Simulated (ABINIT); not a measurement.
## MgS (Fm-3m): how ε∞ follows the gap

The empty bands of MgS (Fm-3m) are shifted up rigidly by Δ, and ε∞ is computed for each shift.

It takes space group Fm-3m (No. 225, cubic). Conventional cell: a = 5.203 Å, b = 5.203 Å, c = 5.203 Å, α = 90.00°, β = 90.00°, γ = 90.00°. S on site b has 6 Mg at 2.60 Å as nearest neighbours. Mg on site a is surrounded by 6 S at 2.60 Å.

Method: ABINIT 10.8.3, PBE, independent particles, k-mesh 11×11×11, Lorentzian half width 0.04 eV.

Launch of the response step: `optic optic.abi`. The series took 37 s in all, its band step included, on 4 threads of Arm Neoverse V2 (shared host).

```tsv
Δ (eV)	ε∞
0.00	?
0.40	5.604
0.80	5.359
1.20	5.140
1.60	4.942
2.00	4.764
```

With one effective transition at E₀ and fixed dipole strength, ε∞ − 1 = A/(E₀ + Δ), so 1/(ε∞ − 1) is linear in Δ.

Working, on the rows shown:

| x = Δ (eV) | y = 1/(ε∞ − 1) |
| --- | --- |
| 0.4 | 0.217202 |
| 0.8 | 0.22941 |
| 1.2 | 0.241546 |
| 1.6 | 0.253678 |
| 2 | 0.265675 |

Means: x̄ = 1.2, ȳ = 0.2415. Σ(x − x̄)(y − ȳ) = 0.04849, Σ(x − x̄)² = 1.6. Slope = 0.04849 / 1.6 = 0.0303; intercept = ȳ − slope · x̄ = 0.20514. Turned back into ε∞, the line misses the rows shown by at most 0.0012.

Problem. What does the fit predict for the withheld row, and how well does it do?

Solution. At x = 0 the line gives y = 0.20514, that is 5.875. The run gave 5.880, so the extrapolation is off by 0.0052, 0.5 % of the range in the table.

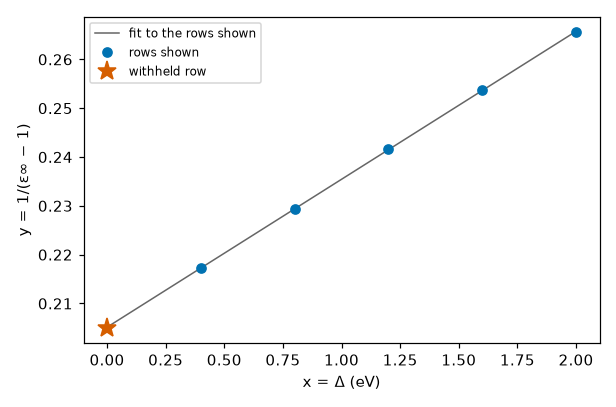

Refitted with all rows, the slope is 0.03038 and the intercept 0.20502. These give E₀ = intercept/slope = 6.7 eV, far above the least direct gap of 3.71 eV: most of the screening comes from transitions well over the edge. Over the first step ε∞ falls by 12 % per eV. Excitons are left out and so are local fields; PBE gaps are as a rule too small. The values come from a sum over the points of one k-mesh and carry its error, which grows as the direct gap shrinks.

[Logs are printed without paths, hosts, clocks, repeated set-up lines and the standing remarks that a program may print on its own settings, such as how far it seeks lower states.]
